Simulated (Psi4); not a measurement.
# SiH2ClO (SMILES O[SiH]Cl) at UPBE/def2-TZVP

What is the vertical doublet–quartet gap of SiH2ClO at UPBE/def2-TZVP? 

Program for the calculation: Psi4 1.11.

3 further runs of the same task are left out: 1 that didn't finish, 2 set aside as unsound or not needed.

**1. Starting point**

SiH2ClO: 5 atoms, total charge 0, spin state doublet. As SMILES, `O[SiH]Cl`. The coordinates come from a PBE0-D4/def2-TZVP relaxation. This is one conformer, not always the lowest.

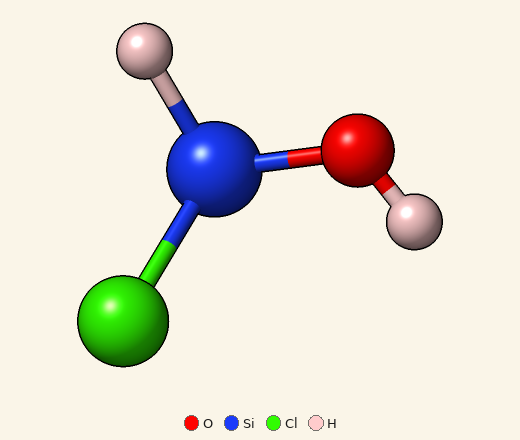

The structure, seen from a chosen angle (oxygen red, silicon blue, chlorine green, hydrogen pink).

**2. Energy and forces at UPBE/def2-TZVP**

File run.py:

```python
import numpy as np
from ase.calculators.psi4 import Psi4
from ase import Atoms

mol = Atoms(['O', 'Si', 'Cl', 'H', 'H'], positions=[
    [-0.806100, -0.432000, -0.746500],
    [-0.092300, 0.479800, 0.414000],
    [1.606600, -0.440800, 1.143600],
    [-1.024100, -1.343200, -0.540000],
    [0.316000, 1.736300, -0.271100],
])
calc = Psi4(atoms=mol, method='pbe', basis='def2-TZVP', memory='1600MB', num_threads=1, charge=0, multiplicity=2, label='psi4-calc', reference='uks')
calc.psi4.set_options({'puream': True, 'e_convergence': 1e-09, 'd_convergence': 1e-08, 'scf_type': 'pk', 'dft_radial_points': 99, 'dft_spherical_points': 590, 'maxiter': 200})
mol.calc = calc

forces = mol.get_forces()
print(f'energy: {mol.get_potential_energy():.6f} eV')
print('forces / eV A^-1')
print(np.round(forces, 5))
```

On the command line:

```
$ python run.py
```

psi4-calc.dat:

```text
[...]
  Running in c1 symmetry.
[...]
  Nuclear repulsion =  141.009384922701543
[...]
  Multiplicity = 2
[...]
  Nalpha       = 21
  Nbeta        = 20
[...]
    Number of basis functions: 117
[...]
   @UKS iter   1:  -825.53422725457199   -3.70647e-02   7.61275e-03 ADIIS/DIIS
[...]
   @UKS iter  14:  -825.80604996122338   -1.93268e-12   3.61614e-09 DIIS
[...]
   @S^2 Observed:                7.517865822E-01
[...]
    Orbital Energies [Eh]
    ---------------------
    Alpha Occupied:
       1A   -100.658230     2A    -65.455440     3A    -18.779808
       4A     -9.173526     5A     -6.993826     6A     -6.988345
       7A     -6.988036     8A     -5.096658     9A     -3.508926
      10A     -3.507680    11A     -3.505013    12A     -0.946416
      13A     -0.757206    14A     -0.530341    15A     -0.428695
      16A     -0.367550    17A     -0.346757    18A     -0.328594
      19A     -0.298190    20A     -0.291539    21A     -0.185269
    Alpha Virtual:
      22A     -0.028507    23A     -0.009766    24A      0.033221
      25A      0.041624    26A      0.124876    27A      0.133377
[...]
  @UKS Final Energy:  -825.80604996122338
   => Energetics <=
    Nuclear Repulsion Energy =            141.0093849227015426
    One-Electron Energy =               -1422.4281482714050071
    Two-Electron Energy =                 513.7467836479686412
    DFT Exchange-Correlation Energy =     -58.1340702604884001
    Empirical Dispersion Energy =           0.0000000000000000
    VV10 Nonlocal Energy =                  0.0000000000000000
    Total Energy =                       -825.8060499612233798
[...]
 Multipole Moments:
 ------------------------------------------------------------------------------------
     Multipole            Electronic (a.u.)      Nuclear  (a.u.)        Total (a.u.)
 ------------------------------------------------------------------------------------
 L = 1.  Multiply by 2.5417464519 to convert [e a0] to [Debye]
 Dipole X            :          2.2211857           -2.6275711           -0.4063854
 Dipole Y            :         -1.1783370            0.8840190           -0.2943180
 Dipole Z            :          2.2815542           -2.2746315            0.0069227
 Magnitude           :                                                    0.5018168
[...]
  -Total Gradient:
     Atom            X                  Y                   Z
    ------   -----------------  -----------------  -----------------
       1        0.002848810241    -0.004394228823     0.011091079825
       2        0.001281175420    -0.004951392572    -0.008796651805
       3       -0.005445912243     0.002430600528    -0.002408924675
       4        0.002432748176     0.010070503428    -0.002323062761
       5       -0.001101698399    -0.003142318589     0.002452965939
[...]
```

On the terminal:

```text
energy: -22471.327207 eV
forces / eV A^-1
[[-0.14649  0.22596 -0.57033]
 [-0.06588  0.25461  0.45234]
 [ 0.28004 -0.12499  0.12387]
 [-0.1251  -0.51785  0.11946]
 [ 0.05665  0.16158 -0.12614]]
```

Run time: 36 s. Hardware: 1 thread of Intel Xeon 6975P-C (Granite Rapids), shared host; peak memory 0.71 GiB.

**3. The quartet, same level**

File run.py:

```python
import psi4

psi4.set_memory('1600 MB')
psi4.set_num_threads(1)
psi4.set_output_file('run.log', False)

molecule = psi4.geometry("""
0 4
O     -1.52330823    -0.81636169    -1.41068055
Si    -0.17442172     0.90669059     0.78234662
Cl     3.03603399    -0.83299128     2.16109080
H     -1.93526852    -2.53828013    -1.02045211
H      0.59715346     3.28113147    -0.51230475
units au
symmetry c1
""")

options = {'basis': 'def2-TZVP', 'reference': 'uks', 'puream': True, 'e_convergence': 1e-09, 'd_convergence': 1e-08, 'scf_type': 'pk', 'dft_radial_points': 99, 'dft_spherical_points': 590, 'maxiter': 200}
psi4.set_options(options)

E, wfn = psi4.gradient("pbe", molecule=molecule, return_wfn=True)
psi4.oeprop(wfn, "MULLIKEN_CHARGES", "LOWDIN_CHARGES", "MAYER_INDICES", title="PBE")
print('gradient / Eh bohr^-1')
print(E.np.round(6))
print(f'energy = {wfn.energy():.10f} Eh')
for k, v in sorted(psi4.core.scalar_variables().items()):
    print(f'{k:45s} {v:18.10f}')
```

On the command line:

```
$ python run.py
```

run.log:

```text
[...]
  Running in c1 symmetry.
[...]
  Nuclear repulsion =  141.009385007130675
[...]
  Multiplicity = 4
[...]
  Nalpha       = 22
  Nbeta        = 19
[...]
    Number of basis functions: 117
[...]
   @UKS iter   1:  -825.10960607466450    3.87556e-01   8.46252e-03 ADIIS/DIIS
[...]
   @UKS iter  25:  -825.54026583098346   -9.54969e-12   9.95187e-09 DIIS
[...]
   @S^2 Observed:                3.753808833E+00
[...]
  @UKS Final Energy:  -825.54026583098346
   => Energetics <=
    Nuclear Repulsion Energy =            141.0093850071306747
    One-Electron Energy =               -1420.4979976451440962
    Two-Electron Energy =                 511.9924452225268396
    DFT Exchange-Correlation Energy =     -58.0440984154969044
    Empirical Dispersion Energy =           0.0000000000000000
    VV10 Nonlocal Energy =                  0.0000000000000000
    Total Energy =                       -825.5402658309834578
[...]
 Multipole Moments:
 ------------------------------------------------------------------------------------
     Multipole            Electronic (a.u.)      Nuclear  (a.u.)        Total (a.u.)
 ------------------------------------------------------------------------------------
 L = 1.  Multiply by 2.5417464519 to convert [e a0] to [Debye]
 Dipole X            :          3.1337632           -2.6275711            0.5061921
 Dipole Y            :         -1.0334375            0.8840190           -0.1494185
 Dipole Z            :          2.4107806           -2.2746315            0.1361491
 Magnitude           :                                                    0.5450623
[...]
  -Total Gradient:
     Atom            X                  Y                   Z
    ------   -----------------  -----------------  -----------------
       1        0.009239416363    -0.019424940007     0.071544456576
       2        0.008453576007    -0.051726800597    -0.053303564629
       3       -0.029060754397     0.013071167615    -0.006181850465
       4        0.016225332591     0.057549740165    -0.016718987847
       5       -0.004841160283     0.000545039986     0.004674614781
[...]
  Mulliken Charges: (a.u.)
   Center  Symbol    Alpha    Beta     Spin     Total
       1     O     4.16946  3.82242  0.34704  0.00812
       2    SI     7.90694  6.27501  1.63193 -0.18195
       3    CL     8.73987  8.15358  0.58629  0.10655
       4     H     0.66024  0.30641  0.35382  0.03335
       5     H     0.52350  0.44257  0.08093  0.03393
   Total alpha = 22.00000, Total beta = 19.00000, Total charge = -0.00000
  Lowdin Charges: (a.u.)
   Center  Symbol    Alpha    Beta     Spin     Total
       1     O     4.23726  3.65335  0.58391  0.10939
[...]
```

The script printed:

```text
gradient / Eh bohr^-1
[[ 0.009239 -0.019425  0.071544]
 [ 0.008454 -0.051727 -0.053304]
 [-0.029061  0.013071 -0.006182]
 [ 0.016225  0.05755  -0.016719]
 [-0.004841  0.000545  0.004675]]
energy = -825.5402658310 Eh
CURRENT ENERGY                                   -825.5402658310
CURRENT REFERENCE ENERGY                         -825.5402658310
DD SOLVATION ENERGY                                 0.0000000000
DFT FUNCTIONAL TOTAL ENERGY                      -825.5402658310
DFT TOTAL ENERGY                                 -825.5402658310
DFT VV10 ENERGY                                     0.0000000000
DFT XC ENERGY                                     -58.0440984155
GRID ELECTRONS ALPHA                               22.0000005658
GRID ELECTRONS BETA                                19.0000003949
GRID ELECTRONS TOTAL                               41.0000009607
NUCLEAR REPULSION ENERGY                          141.0093850071
ONE-ELECTRON ENERGY                             -1420.4979976451
PCM POLARIZATION ENERGY                             0.0000000000
PE ENERGY                                           0.0000000000
SCF ITERATION ENERGY                             -825.5402658310
SCF ITERATIONS                                     25.0000000000
SCF TOTAL ENERGY                                 -825.5402658310
TWO-ELECTRON ENERGY                               511.9924452225
XC GRID RADIAL POINTS                              99.0000000000
XC GRID SPHERICAL POINTS                          590.0000000000
XC GRID TOTAL POINTS                           278827.0000000000
```

It took 47 s on 1 thread of Intel Xeon 6975P-C (Granite Rapids), shared host; peak memory 0.69 GiB.

**4. Outcome**

Level: UPBE/def2-TZVP.

```
                                        quantity          value
                           doublet: total energy  -825.80605 Eh
                          doublet: dipole moment         1.28 D
     doublet: HOMO energy (highest over α and β)       -5.04 eV
      doublet: LUMO energy (lowest over α and β)       -3.36 eV
                                   doublet: ⟨S²⟩          0.752
               doublet: largest force on an atom     0.631 eV/Å
                           quartet: total energy  -825.54027 Eh
                          quartet: dipole moment         1.39 D
     quartet: HOMO energy (highest over α and β)       -1.57 eV
                                   quartet: ⟨S²⟩          3.754
               quartet: largest force on an atom     3.844 eV/Å
vertical energy of the quartet above the doublet       7.232 eV
```

In words: At this shape the quartet lies 7.23 eV (167 kcal/mol) above the doublet. The largest force (doublet) is 0.63 eV/Å: the shape isn't a stationary point for this species at this level.
